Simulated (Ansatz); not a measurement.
# SiSe (SMILES [Si][Se]): levels of theory compared

Wanted: a comparison of 6 runs (HF/STO-3G, UB3LYP/STO-3G, wB97M-V/STO-3G, RPA@PBE/STO-3G, UCCSD(T)/STO-3G, FCI/STO-3G) of SiSe. 

Program for the calculation: Ansatz 0.2.0.

53 further runs of the same task are left out: 13 that didn't finish, 40 set aside as unsound or not needed.

## 1. Starting point

The species is SiSe (2 atoms), meant as a singlet with charge 0. SMILES: `[Si][Se]`. The Se2–Si1 distance was set to 4.123 Å, away from the relaxed value.

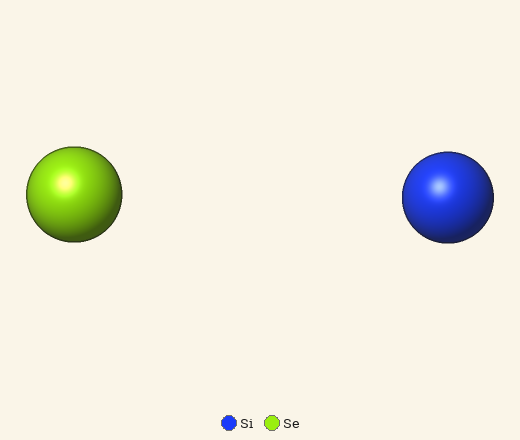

The structure, seen from a chosen angle (silicon blue, selenium green).

## 2. A single-point energy at HF/STO-3G (run 1)

run.yaml reads:

```yaml
crystal:
  periodic: [false, false, false]
  atoms:
    - {symbol: Si, position_ang: [0.000000, 0.000000, -2.030210]}
    - {symbol: Se, position_ang: [-0.000000, -0.000000, 2.093090]}
basis:
  gaussian:
    orbitals: STO-3G
hamiltonian:
  xc: hf
accuracy: high
```

Run with:

```console
$ ansatz run run.yaml --threads 1 --pin off --max-ram 3480MiB --events-out events.jsonl --progress --plain --runs-dir runs
```

Log:

```text
Warning: RAYON_NUM_THREADS=1 ignored (pool sized by the plan → 1); use --threads N
Functional definition: HF
  name "HF"
  exchange = exact_x
  correlation = 0
327 factors; integrals over basis functions are off by at most 4.0e-9 eV
mean field evaluation 1: about -72331.3483 eV, gradient 9.8e0 eV
mean field evaluation 2: about -72331.3649 eV, gradient 9.8e0 eV
mean field evaluation 4: about -72333.1588 eV, gradient 1.7e1 eV
mean field evaluation 8: about -72333.1585 eV, gradient 1.7e1 eV
mean field evaluation 16: about -72350.5499 eV, gradient 1.8e-3 eV
mean field evaluation 32: about -72350.3362 eV, gradient 2.2e-1 eV
mean field evaluation 64: about -72350.2772 eV, gradient 8.0e-1 eV
mean field evaluation 96: about -72206.1399 eV, gradient 2.8e1 eV
mean field -72350.54990485 eV, -2658.8336680391 hartree, gradient 3.7e-9 eV, S^2 0.000000; 4 other end points of the search recorded, 0 dependent functions left out
reference -72350.54990485 eV, -2658.8336680391 hartree; 24, 24 occupied and 3, 3 virtual orbitals, 327 factors
Total energy: -72350.54990485 eV, -2658.8336680391 hartree
```

It took 0.32 s on 1 thread of Arm Neoverse V1, shared host.

## 3. A single-point energy at UB3LYP/STO-3G (run 2)

run.yaml reads:

```yaml
basis:
  gaussian: {orbitals: STO-3G}
crystal:
  periodic: [false, false, false]
  atoms:
    - {symbol: Si, position_ang: [0.000000, 0.000000, -2.030210]}
    - {symbol: Se, position_ang: [-0.000000, -0.000000, 2.093090]}
magnetization: {spin_polarized: true, initial_magnetization: 0}
hamiltonian: {xc: {name: B3LYP}}
accuracy: high
```

Run with:

```console
$ ansatz run run.yaml --threads 1 --pin off --max-ram 3480MiB --events-out events.jsonl --progress --plain --runs-dir runs
```

Log (excerpt; [...] marks lines left out):

```text
Warning: RAYON_NUM_THREADS=1 ignored (pool sized by the plan → 1); use --threads N
Functional definition: B3LYP
  name "B3LYP"
[...]
327 factors; integrals over basis functions are off by at most 4.0e-9 eV
[...]
mean field -72402.31506617 eV, -2660.7360026300 hartree, gradient 2.0e-8 eV, S^2 1.759926; 11 other end points of the search recorded, 0 dependent functions left out
reference -72402.31509606 eV, -2660.7360037286 hartree; 24, 24 occupied and 3, 3 virtual orbitals, 327 factors
Total energy: -72402.31509606 eV, -2660.7360037286 hartree
```

It took 12 s on 1 thread of Arm Neoverse V1, shared host; peak memory 0.13 GiB.

Runs 3 to 5 aren't shown in full; the table further down has their settings and results.

## 4. A single-point energy at FCI/STO-3G (run 6)

input.yaml reads:

```yaml
crystal:
  periodic: [false, false, false]
  atoms:
    - {symbol: Si, position_ang: [0.000000, 0.000000, -2.030210]}
    - {symbol: Se, position_ang: [-0.000000, -0.000000, 2.093090]}
basis:
  gaussian: {orbitals: STO-3G}
correlation: {method: fci, frozen_orbitals: {Se: 9, Si: 5}}
accuracy: high
```

Run with:

```console
$ ansatz run input.yaml --threads 1 --pin off --max-ram 3480MiB --events-out events.jsonl --progress --plain --runs-dir runs
```

Log (excerpt; [...] marks lines left out):

```text
Warning: RAYON_NUM_THREADS=1 ignored (pool sized by the plan → 1); use --threads N
[... 2 set-up lines as earlier in the session ...]
[...]
327 factors; integrals over basis functions are off by at most 4.0e-9 eV
[...]
mean field -72350.54990485 eV, -2658.8336680391 hartree, gradient 3.7e-9 eV, S^2 0.000000; 21 other end points of the search recorded, 0 dependent functions left out; unrestricted orbitals would lower it
[...]
determinant -72350.54990485 eV, -2658.8336680391 hartree, with singles and doubles -72351.95582183 eV, -2658.8853345350 hartree
determinant -72350.30729740 eV, -2658.8247523797 hartree, with singles and doubles -72351.79649429 eV, -2658.8794793562 hartree
determinant -72350.26830153 eV, -2658.8233193081 hartree, with singles and doubles -72352.05765304 eV, -2658.8890767630 hartree
determinant -72350.21442877 eV, -2658.8213395207 hartree, with singles and doubles -72351.97987492 eV, -2658.8862184698 hartree
determinant -72350.18364743 eV, -2658.8202083273 hartree, with singles and doubles -72351.95963931 eV, -2658.8854748252 hartree
determinant -72350.54990485 eV, -2658.8336680391 hartree, with singles and doubles -72352.17598721 eV, -2658.8934254637 hartree
determinant -72350.30729740 eV, -2658.8247523797 hartree, with no singles and doubles
determinant -72350.26830153 eV, -2658.8233193081 hartree, with no singles and doubles
determinant -72350.21442877 eV, -2658.8213395207 hartree, with singles and doubles -72352.11956988 eV, -2658.8913521651 hartree
determinant -72350.18364743 eV, -2658.8202083273 hartree, with no singles and doubles
unrestricted determinant -72353.39409843 eV, -2658.9381902255 hartree, S^2 1.9805
14 core orbitals not correlated: weight in the atoms' cores, before any rotation towards them, 1.000 or more for the frozen orbitals, at most 0.000 for the correlated occupied ones
reference -72350.54990485 eV, -2658.8336680391 hartree; 10, 10 occupied and 3, 3 virtual orbitals, 327 factors
state -72355.32370191 eV, -2659.0091018454 hartree
Total energy: -72355.32370191 eV, -2659.0091018454 hartree
```

Wall time 4.2 s (1 thread of Arm Neoverse V1, shared host).

## 5. All runs side by side

```csv
run,level,frozen core orbitals,energy (Eh),wall time
1,HF/STO-3G,–,-2658.833668,0.32 s
2,UB3LYP/STO-3G,–,-2660.736004,12 s
3,wB97M-V/STO-3G,–,-2660.763451,15 s
4,RPA@PBE/STO-3G,14,-2659.067342,6.6 s
5,UCCSD(T)/STO-3G,14,-2659.008141,3.6 s
6,FCI/STO-3G,14,-2659.009102,4.2 s
```

## 6. Summary of results

| quantity | value |
| --- | --- |
| run 6: total energy | -2659.00910 Eh |
| run 6: correlation energy (14 core orbitals frozen) | -175.4 mEh |

In words: Against full CI in this basis: HF +175.4 mEh; UCCSD(T) +1.0 mEh. Totals of different functionals can't be ranked against each other. In run 4 the log says that unrestricted orbitals would lower the reference, so the values rest on an unstable closed-shell determinant (other closed-shell runs at this shape may share the fault). In runs 1, 2, 3, 4, 5, 6 the basis is minimal, so the values are rough. In runs 1, 3, 4 a closed-shell determinant meets a far-stretched bond, which it describes badly. Spin contamination of the reference: run 5 ⟨S²⟩ = 2.00, run 2 ⟨S²⟩ = 1.76. Where it is this large, the reference is a mixture of spin states, and values that rest on it are in doubt. All runs together took 42 s, the longest 15 s.
